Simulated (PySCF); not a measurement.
The calculation's input:

```
{"job": {"kind": "nmr", "xc": "PBE0", "basis": "pcSseg-1"}, "charge": 0, "multiplicity": 1}
O     -3.378375     1.021242     0.535141
C     -2.533426     0.279695     0.101145
C     -2.135754    -1.001066     0.798690
C     -0.673559    -0.933218     1.246862
P      0.445352    -0.838956    -0.241769
C      1.957156    -0.173245     0.588266
Si     3.314066     0.337920    -0.648680
C     -0.275746     0.753318    -0.877353
C     -1.767893     0.572005    -1.169659
H     -2.790253    -1.151831     1.660536
H     -2.263315    -1.837002     0.105734
H     -0.422484    -1.833431     1.815132
H     -0.516663    -0.065976     1.896612
H      2.337273    -0.977247     1.222865
H      1.681869     0.659718     1.239172
H      2.867520     1.489780    -1.436279
H      4.498024     0.712466     0.128296
H      3.607538    -0.789563    -1.531692
H      0.244064     1.027355    -1.798941
H     -0.126453     1.555205    -0.147120
H     -1.901823    -0.263892    -1.861291
H     -2.177524     1.476107    -1.626518
```

Launched as:

```sh
OMP_NUM_THREADS=1 python probes_run.py task.json out
```

Geometry: GFN2-xTB.

All numbers below come from PBE0/pcSseg-1, SCF density, gas phase, non-relativistic in PySCF.

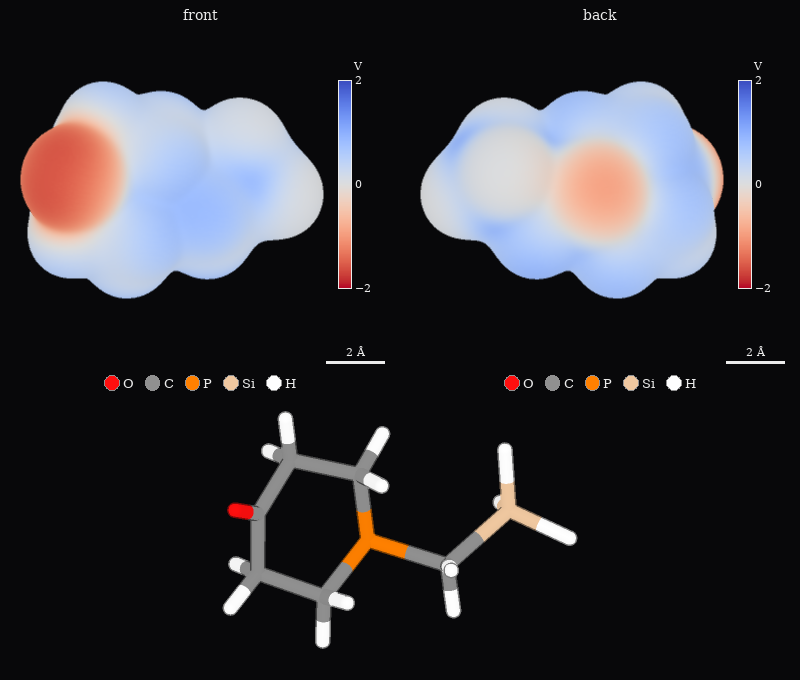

C6H13OPSi (SMILES O=C1CCP(C[SiH3])CC1). The molecular electrostatic potential painted on the density surface at 0.001 e/bohr³, seen from the front and from behind; red is negative and blue positive. The bare structure is drawn below in the same view.

Where is the surface potential most negative and most positive?

Answer. The most negative region (about −1.6 V) lies over O1, the most positive (about +0.8 V) over the H and Si atoms. O1 is the likeliest acceptor of a hydrogen bond.
